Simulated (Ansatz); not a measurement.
**Run report: CH₇NOSi, molecular dynamics**

The run: molecular dynamics of CH₇NOSi, SMILES NC[SiH2]O. Method and program: RKS r2SCAN-d3bj/def2-SVP (Ansatz 0.2.0).

The geometry comes from this level: PBE0-D4/def2-TZVP. Figures and captions count atoms from 1; the log counts them from 0 in places.

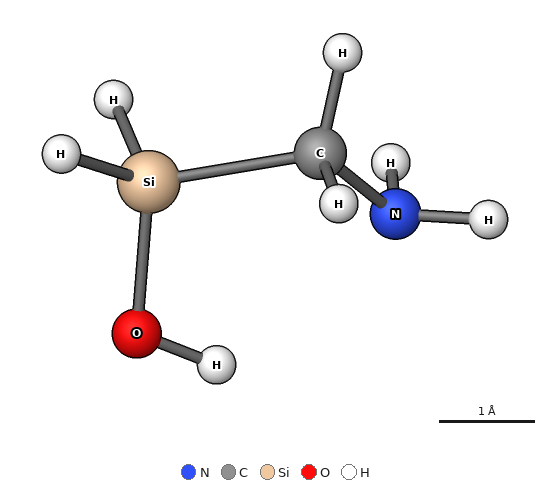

**Figure 1.** The starting structure (ball-and-stick view, seen at a tilt). Bond lengths as drawn: C–H 1.09 to 1.10 Å, C–N 1.47 Å, C–Si 1.88 Å, H–N 1.01 Å, H–O 0.96 Å, H–Si 1.48 to 1.49 Å and O–Si 1.65 Å.

## Input file
```yaml
crystal:
  periodic: [false, false, false]
  atoms:
    - {symbol: N, position_ang: [-1.027561, 0.085417, -1.007451]}
    - {symbol: C, position_ang: [0.295239, 0.573771, -0.600142]}
    - {symbol: Si, position_ang: [0.634668, -0.169124, 1.096008]}
    - {symbol: O, position_ang: [0.255932, -1.767556, 0.988200]}
    - {symbol: H, position_ang: [-1.207945, 0.273396, -1.985512]}
    - {symbol: H, position_ang: [-1.757438, 0.548626, -0.479848]}
    - {symbol: H, position_ang: [0.414301, 1.666084, -0.628440]}
    - {symbol: H, position_ang: [1.039699, 0.157018, -1.286333]}
    - {symbol: H, position_ang: [-0.218522, 0.522316, 2.107642]}
    - {symbol: H, position_ang: [2.056493, -0.039950, 1.503590]}
    - {symbol: H, position_ang: [-0.419367, -1.906897, 0.313086]}
basis:
  gaussian: {orbitals: def2-SVP}
hamiltonian: {xc: {name: r2SCAN}, dispersion: d3bj}
md: {timestep: 1 fs, n_steps: 20, ensemble: nve, temperature: 500, initial_velocities: maxwell_boltzmann, seed: 791}
```

Launch command:
```bash
ansatz run in.yaml --threads 2 --pin off --events-out ev --progress --plain --max-ram 4352MiB
```

## Log
```
Warning: the engine holds no damping parameters fitted to this dispersion correction and functional, so the run takes those fitted to r2scan beside the three-body term, which d3bj leaves out (hamiltonian.dispersion, under Limitations)
Functional definition: r2SCAN
  name "r2SCAN"
  cite "Furness, Kaplan, Ning, Perdew & Sun, J. Phys. Chem. Lett. 11, 8208 (2020) doi:10.1021/acs.jpclett.0c02405"
  cite "Furness, Kaplan, Ning, Perdew & Sun, J. Phys. Chem. Lett. 11, 9248 (2020) doi:10.1021/acs.jpclett.0c03077"
  parent r2scan
  parameter k0 = 0.174
  parameter k1 = 0.065
  parameter a1 = 4.9479
  exchange = r2scan_x(k0 = k0, k1 = k1, a1 = a1)
  correlation = r2scan_c
1075 factors; their error is unknown
mean field evaluation 1: about -12547.5672 eV, gradient 7.0e1 eV
mean field evaluation 2: about -12531.4609 eV, gradient 1.1e2 eV
mean field evaluation 4: about -12557.1938 eV, gradient 6.4e0 eV
mean field evaluation 8: about -12557.2765 eV, gradient 1.1e-1 eV
mean field evaluation 16: about -12557.2095 eV, gradient 6.6e-5 eV
mean field -12557.20951292 eV, -461.4689380176 hartree, gradient 6.6e-5 eV, S^2 0.000000; 0 other end points of the search recorded, 0 dependent functions left out
the calculation of the forces begins
reference -12557.20952278 eV, -461.4689383800 hartree; 21, 21 occupied and 74, 74 virtual orbitals, 1075 factors
md step     0: t =     0.00 fs  T =   500.0 K  F+E_penalty+E_count = -12557.26699228 eV  E_kin = 0.581670 eV  conserved = -12556.68532228 eV  (27 SCF iters)
these checks for a lower state are left out or cut short: starts, cluster_reference, orbital_swaps, neighbouring_geometries, increment
1075 factors; their error is unknown
mean field -12557.16498302 eV, -461.4673015739 hartree, gradient 1.0e-5 eV, S^2 0.000000; 0 other end points of the search recorded, 0 dependent functions left out
[... from here on the field's lines of each further geometry are left out, up to the last ...]
md step     1: t =     1.00 fs  T =   464.1 K  F+E_penalty+E_count = -12557.22244846 eV  E_kin = 0.539942 eV  conserved = -12556.68250677 eV  (30 SCF iters)
md step     2: t =     2.00 fs  T =   395.8 K  F+E_penalty+E_count = -12557.13845290 eV  E_kin = 0.460423 eV  conserved = -12556.67802948 eV  (29 SCF iters)
md step     3: t =     3.00 fs  T =   346.0 K  F+E_penalty+E_count = -12557.08108724 eV  E_kin = 0.402573 eV  conserved = -12556.67851389 eV  (28 SCF iters)
md step     4: t =     4.00 fs  T =   317.3 K  F+E_penalty+E_count = -12557.04944593 eV  E_kin = 0.369094 eV  conserved = -12556.68035212 eV  (29 SCF iters)
md step     5: t =     5.00 fs  T =   288.7 K  F+E_penalty+E_count = -12557.01631071 eV  E_kin = 0.335841 eV  conserved = -12556.68047012 eV  (29 SCF iters)
md step     6: t =     6.00 fs  T =   255.1 K  F+E_penalty+E_count = -12556.97609909 eV  E_kin = 0.296758 eV  conserved = -12556.67934108 eV  (30 SCF iters)
md step     7: t =     7.00 fs  T =   230.4 K  F+E_penalty+E_count = -12556.94513227 eV  E_kin = 0.267984 eV  conserved = -12556.67714862 eV  (30 SCF iters)
md step     8: t =     8.00 fs  T =   237.7 K  F+E_penalty+E_count = -12556.95351827 eV  E_kin = 0.276568 eV  conserved = -12556.67695027 eV  (29 SCF iters)
md step     9: t =     9.00 fs  T =   274.9 K  F+E_penalty+E_count = -12557.00057859 eV  E_kin = 0.319810 eV  conserved = -12556.68076843 eV  (29 SCF iters)
md step    10: t =    10.00 fs  T =   302.5 K  F+E_penalty+E_count = -12557.03452621 eV  E_kin = 0.351929 eV  conserved = -12556.68259764 eV  (30 SCF iters)
md step    11: t =    11.00 fs  T =   299.8 K  F+E_penalty+E_count = -12557.02959457 eV  E_kin = 0.348747 eV  conserved = -12556.68084745 eV  (30 SCF iters)
md step    12: t =    12.00 fs  T =   285.7 K  F+E_penalty+E_count = -12557.01119835 eV  E_kin = 0.332342 eV  conserved = -12556.67885611 eV  (29 SCF iters)
md step    13: t =    13.00 fs  T =   285.8 K  F+E_penalty+E_count = -12557.01075334 eV  E_kin = 0.332463 eV  conserved = -12556.67829050 eV  (29 SCF iters)
md step    14: t =    14.00 fs  T =   304.7 K  F+E_penalty+E_count = -12557.03481471 eV  E_kin = 0.354426 eV  conserved = -12556.68038842 eV  (29 SCF iters)
md step    15: t =    15.00 fs  T =   318.0 K  F+E_penalty+E_count = -12557.05217254 eV  E_kin = 0.369888 eV  conserved = -12556.68228472 eV  (30 SCF iters)
md step    16: t =    16.00 fs  T =   304.7 K  F+E_penalty+E_count = -12557.03518355 eV  E_kin = 0.354484 eV  conserved = -12556.68069941 eV  (29 SCF iters)
md step    17: t =    17.00 fs  T =   280.3 K  F+E_penalty+E_count = -12557.00426324 eV  E_kin = 0.326032 eV  conserved = -12556.67823109 eV  (30 SCF iters)
md step    18: t =    18.00 fs  T =   269.4 K  F+E_penalty+E_count = -12556.99221396 eV  E_kin = 0.313384 eV  conserved = -12556.67882999 eV  (27 SCF iters)
md step    19: t =    19.00 fs  T =   270.4 K  F+E_penalty+E_count = -12556.99407780 eV  E_kin = 0.314522 eV  conserved = -12556.67955595 eV  (30 SCF iters)
the calculation of the forces begins
reference -12556.94187007 eV, -461.4591023240 hartree; 21, 21 occupied and 74, 74 virtual orbitals, 1075 factors
1075 factors; their error is unknown
mean field evaluation 192: about -12556.9419 eV, gradient 3.4e-3 eV
mean field -12556.94186006 eV, -461.4591019562 hartree, gradient 2.6e-5 eV, S^2 0.000000; 1 other end points of the search recorded, 0 dependent functions left out
the calculation of the forces begins
reference -12556.94187007 eV, -461.4591023240 hartree; 21, 21 occupied and 74, 74 virtual orbitals, 1075 factors
md step    20: t =    20.00 fs  T =   273.9 K  F+E_penalty+E_count = -12556.99874011 eV  E_kin = 0.318592 eV  conserved = -12556.68014819 eV  (27 SCF iters)
```

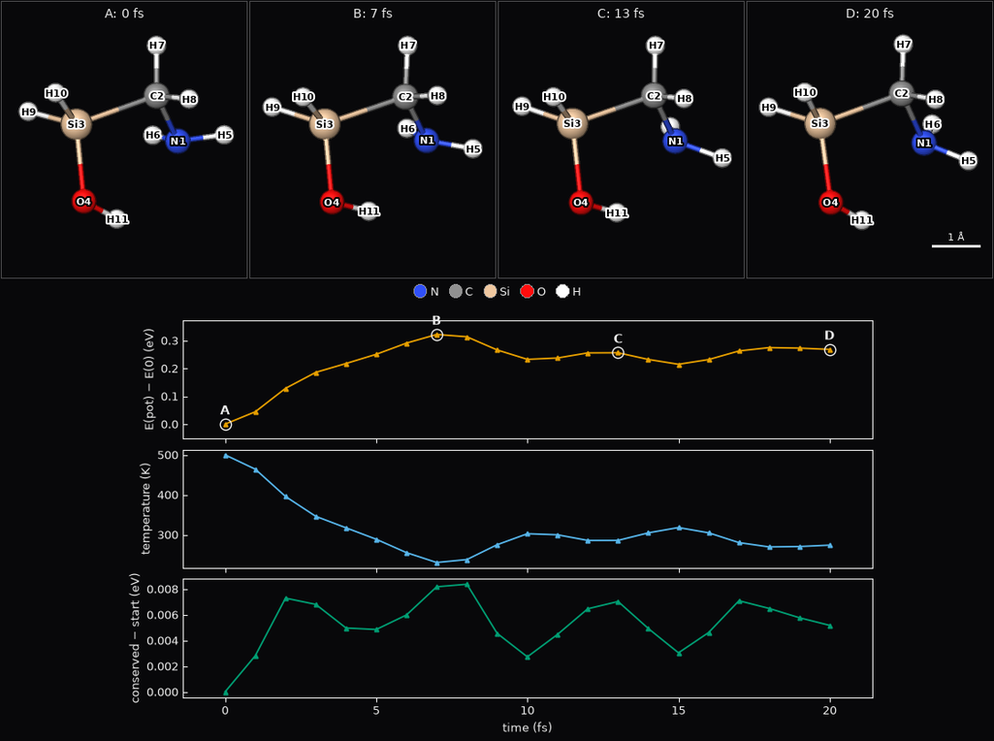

**Figure 2.** Frames of the molecular dynamics (ball-and-stick, seen at a tilt) above the curves, on which the letters mark them. The trajectory kept here has 21 frames over 20 fs. The temperature starts at 500 K, ranges from 230 to 500 K and averages 290 K over the second half. The potential energy ends 0.268 eV above its first value. The conserved quantity stays within 0.0084 eV. After an unweighted best fit of the last frame on the first, the root-mean-square displacement is 0.29 Å, and H6 has moved furthest (0.63 Å).

```
Total energy: -12556.99875012 eV, -461.4611926274 hartree
Atom 0 at    -1.078010     0.078262    -0.994675 Å, force     0.674154    -0.060803    -0.446923 eV/Å
Atom 1 at     0.299067     0.626810    -0.585074 Å, force    -0.686246    -1.516439    -0.619846 eV/Å
Atom 2 at     0.660899    -0.162561     1.129567 Å, force    -0.370618    -0.094398    -0.382916 eV/Å
Atom 3 at     0.233832    -1.791089     0.945129 Å, force     1.404952     0.838292     1.217903 eV/Å
Atom 4 at    -1.011684    -0.388219    -1.920254 Å, force     0.120740     0.398857     0.674973 eV/Å
Atom 5 at    -1.778517     0.808324    -1.150147 Å, force     0.278514     0.086426     0.301631 eV/Å
Atom 6 at     0.377511     1.721401    -0.636609 Å, force     0.034248     0.116795    -0.148593 eV/Å
Atom 7 at     1.031866     0.152947    -1.308468 Å, force    -0.322792     0.694682     0.623052 eV/Å
Atom 8 at    -0.117517     0.580771     2.230024 Å, force     0.329527    -0.443502    -0.459911 eV/Å
Atom 9 at     2.142109    -0.079692     1.401361 Å, force    -0.320561    -0.096238     0.118728 eV/Å
Atom 10 at    -0.461219    -1.916842     0.319793 Å, force    -1.141916     0.076328    -0.878099 eV/Å
Dipole moment:    -0.186628     0.336792    -0.549573 e Å
```

## Trajectory as extended XYZ (Å, eV, eV/Å), 9 of the 21 frames kept, from step=0 to step=20
```
11
Properties=species:S:1:pos:R:3:forces:R:3 step=0 time_fs=0.0 energy=-12557.26699 temperature=500.0
N    -1.0276    0.0854   -1.0075    0.2312  -0.4167   0.1609
C     0.2952    0.5738   -0.6001   -0.2812  -0.1031   0.0983
Si    0.6347   -0.1691    1.0960    0.1538   0.4160   0.1407
O     0.2559   -1.7676    0.9882    0.0531  -0.6207   0.1189
H    -1.2079    0.2734   -1.9855   -0.0827   0.0936  -0.3040
H    -1.7574    0.5486   -0.4798   -0.2403   0.1907   0.1429
H     0.4143    1.6661   -0.6284    0.1031   0.3924  -0.0355
H     1.0397    0.1570   -1.2863    0.2387  -0.1032  -0.1993
H    -0.2185    0.5223    2.1076   -0.0671   0.1080   0.0786
H     2.0565   -0.0399    1.5036    0.1060   0.0382   0.0285
H    -0.4194   -1.9069    0.3131   -0.2144   0.0048  -0.2300
11
Properties=species:S:1:pos:R:3:forces:R:3 step=2 time_fs=2.0 energy=-12557.13845 temperature=395.8
N    -1.0235    0.0932   -1.0040   -0.4958  -0.4152  -0.9267
C     0.2808    0.5690   -0.6025   -0.3852   1.1197   1.0071
Si    0.6338   -0.1687    1.0951    0.3115   0.5880   0.7953
O     0.2578   -1.7739    0.9881    0.5718  -0.2306   0.6635
H    -1.1580    0.1564   -2.0447   -0.2057   0.1960   1.4226
H    -1.7426    0.6021   -0.4751    0.0038  -0.1682  -0.6652
H     0.4098    1.6735   -0.6487   -0.0012   0.0509   0.1242
H     1.0314    0.2025   -1.2541    1.0860  -0.7911  -1.0724
H    -0.1952    0.5490    2.1563    0.1510  -0.1741  -0.3387
H     2.0679   -0.0797    1.5140   -0.0715   0.1203  -0.0851
H    -0.3953   -1.8440    0.3031   -0.9648  -0.2957  -0.9246
11
Properties=species:S:1:pos:R:3:forces:R:3 step=5 time_fs=5.0 energy=-12557.01631 temperature=288.7
N    -1.0200    0.1024   -1.0034   -0.6606  -0.9422  -0.5663
C     0.2589    0.5685   -0.6010    2.0352   1.2022   0.0325
Si    0.6333   -0.1667    1.0960    0.6077   0.4425   1.2793
O     0.2618   -1.7844    0.9894   -1.1848   0.1243  -1.2329
H    -1.1010   -0.0007   -2.0336   -0.5359   0.5393   1.0030
H    -1.7220    0.6684   -0.5176   -0.2832  -0.3019  -0.8721
H     0.4019    1.6845   -0.6694   -0.1098  -0.2985   0.2279
H     1.0809    0.2202   -1.2696   -0.4091  -0.2909   0.0884
H    -0.1492    0.5753    2.2028    0.1776  -0.3366  -0.5877
H     2.0786   -0.1297    1.5226   -0.1931   0.2404  -0.1984
H    -0.4084   -1.7701    0.2439    0.5559  -0.3787   0.8264
11
Properties=species:S:1:pos:R:3:forces:R:3 step=8 time_fs=8.0 energy=-12556.95352 temperature=237.7
N    -1.0203    0.1060   -1.0050   -0.3371  -0.8803   1.5444
C     0.2505    0.5763   -0.5987    2.8765   0.3804  -0.4034
Si    0.6347   -0.1634    1.1007    0.8367  -0.0604   0.9339
O     0.2605   -1.7941    0.9851   -0.8715   0.6478  -0.9338
H    -1.0882   -0.1189   -1.9573   -0.5371   0.0358  -1.6751
H    -1.7279    0.7131   -0.6300   -0.7419   0.0718  -0.3513
H     0.3858    1.6754   -0.6715   -0.0344   0.1370   0.1630
H     1.1032    0.2106   -1.2841   -1.1568   0.1014   0.6820
H    -0.0902    0.5748    2.2024   -0.1537  -0.1356  -0.2489
H     2.0748   -0.1595    1.5150   -0.0062   0.2937  -0.1782
H    -0.3897   -1.7301    0.2386    0.1256  -0.5915   0.4674
11
Properties=species:S:1:pos:R:3:forces:R:3 step=10 time_fs=10.0 energy=-12557.03453 temperature=302.5
N    -1.0219    0.1053   -1.0021   -1.0805  -0.8453   0.1996
C     0.2561    0.5834   -0.5986    1.6792   0.1598   0.1274
Si    0.6370   -0.1611    1.1054    0.8816  -0.4573   0.3844
O     0.2568   -1.7989    0.9793    0.3469   0.8151   0.4232
H    -1.1051   -0.1907   -1.9655   -0.1041   0.3032  -0.2436
H    -1.7637    0.7432   -0.7251   -0.1224  -0.1761  -0.2571
H     0.3729    1.6727   -0.6647    0.0696   0.4515   0.0934
H     1.0667    0.2069   -1.2642   -0.3380  -0.0891   0.0769
H    -0.0562    0.5669    2.1883   -0.4521   0.1170   0.1775
H     2.0708   -0.1655    1.5012    0.1951   0.2787  -0.1161
H    -0.3678   -1.7303    0.2605   -1.0753  -0.5576  -0.8656
11
Properties=species:S:1:pos:R:3:forces:R:3 step=12 time_fs=12.0 energy=-12557.01120 temperature=285.7
N    -1.0265    0.1023   -0.9985   -1.8461  -0.7861  -1.1289
C     0.2669    0.5912   -0.5981   -0.1864   0.5905   0.9518
Si    0.6405   -0.1595    1.1107    0.7537  -0.7777  -0.1139
O     0.2537   -1.8016    0.9742    0.1670   0.9442   0.1773
H    -1.1259   -0.2506   -1.9838    0.3773   0.7181   1.1746
H    -1.8038    0.7664   -0.8297    0.6788  -0.5166  -0.0533
H     0.3626    1.6860   -0.6543    0.1398   0.2631   0.0171
H     1.0189    0.1990   -1.2426    0.9739  -0.5021  -0.9227
H    -0.0393    0.5631    2.1806   -0.6051   0.2711   0.4457
H     2.0741   -0.1610    1.4830    0.2980   0.2364  -0.0585
H    -0.3828   -1.7517    0.2541   -0.7508  -0.4409  -0.4892
11
Properties=species:S:1:pos:R:3:forces:R:3 step=15 time_fs=15.0 energy=-12557.05217 temperature=318.0
N    -1.0425    0.0940   -0.9984   -1.0291  -0.2294  -0.0690
C     0.2818    0.6064   -0.5920   -0.5604   0.0588   0.0495
Si    0.6476   -0.1591    1.1184    0.3194  -0.7131  -0.2474
O     0.2488   -1.8015    0.9662   -1.0514   0.8566  -1.1634
H    -1.1276   -0.2941   -1.9377    0.6666   0.0452  -0.0495
H    -1.8165    0.7682   -0.9848    0.4914   0.0261   0.5257
H     0.3574    1.7183   -0.6387    0.1664  -0.3435  -0.1146
H     1.0123    0.1563   -1.2711    0.3978   0.1776  -0.2087
H    -0.0547    0.5748    2.1981   -0.3114   0.0247   0.1376
H     2.0986   -0.1380    1.4519    0.0977   0.1376  -0.0073
H    -0.4401   -1.8120    0.2297    0.8128  -0.0406   1.1470
11
Properties=species:S:1:pos:R:3:forces:R:3 step=18 time_fs=18.0 energy=-12556.99221 temperature=269.4
N    -1.0644    0.0843   -0.9983    0.4674   0.1607   1.1710
C     0.2928    0.6214   -0.5856   -0.2153  -1.3426  -1.0525
Si    0.6556   -0.1608    1.1253   -0.1031  -0.2858  -0.1851
O     0.2394   -1.7967    0.9533    0.4798   0.8258   0.4126
H    -1.0742   -0.3360   -1.8989    0.5639  -0.5864  -1.0971
H    -1.7912    0.7746   -1.0991   -0.1807   0.7141   0.5116
H     0.3660    1.7267   -0.6325    0.1164  -0.1990  -0.1817
H     1.0393    0.1287   -1.3166   -0.6515   0.9865   0.9381
H    -0.0957    0.5877    2.2263    0.1744  -0.3736  -0.3787
H     2.1306   -0.1034    1.4202   -0.2475  -0.0025   0.0558
H    -0.4473   -1.8776    0.2826   -0.4037   0.1028  -0.1942
11
Properties=species:S:1:pos:R:3:forces:R:3 step=20 time_fs=20.0 energy=-12556.99874 temperature=273.9
N    -1.0780    0.0783   -0.9947    0.6742  -0.0608  -0.4469
C     0.2991    0.6268   -0.5851   -0.6862  -1.5164  -0.6198
Si    0.6609   -0.1626    1.1296   -0.3706  -0.0944  -0.3829
O     0.2338   -1.7911    0.9451    1.4050   0.8383   1.2179
H    -1.0117   -0.3882   -1.9203    0.1207   0.3989   0.6750
H    -1.7785    0.8083   -1.1501    0.2785   0.0864   0.3016
H     0.3775    1.7214   -0.6366    0.0342   0.1168  -0.1486
H     1.0319    0.1529   -1.3085   -0.3228   0.6947   0.6231
H    -0.1175    0.5808    2.2300    0.3295  -0.4435  -0.4599
H     2.1421   -0.0797    1.4014   -0.3206  -0.0962   0.1187
H    -0.4612   -1.9168    0.3198   -1.1419   0.0763  -0.8781
```

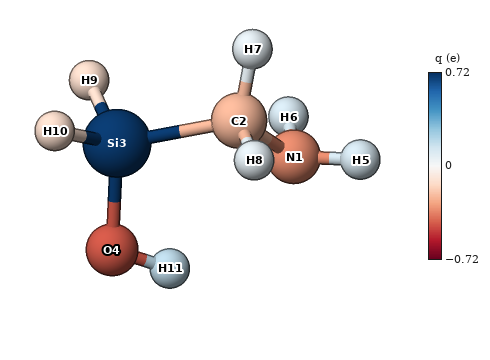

**Figure 3.** Mulliken charges, as the colour of each atom (ball-and-stick view, seen at a tilt; atoms are numbered from 1 in the order of the input). By element: N −0.34, C −0.23, Si +0.69, O −0.44 and H −0.12 to +0.18 e.

## Key numbers

| quantity | value |
| --- | --- |
| outcome | finished |
| mean temperature over the second half | 290 K |
| trajectory | 20 steps, 20 fs |
| ensemble | nve |
| temperature in the input | 500 K |
| time step | 1 fs |
| potential energy (last step) | −12556.9988 eV |
| mean-field energy (last step) | −12556.9419 eV |
| dispersion energy (last step) | −0.0569 eV |
| SCF solution under orbital rotations (last step) | stable |
| largest force (length of the vector) (last step) | 2.040 eV/Å |
| dipole moment (last step) | 3.22 D |
| hardware | 2 threads of Arm Neoverse V2, 23 GiB of memory available, shared host |
| wall time | 53 s (CPU time 1.7 min) |
| peak memory | 0.14 GiB |

## Notes

The program warns: the dispersion correction has no parameters fitted for this combination and takes those fitted for r2SCAN with other terms. So short a trajectory is not equilibrated.
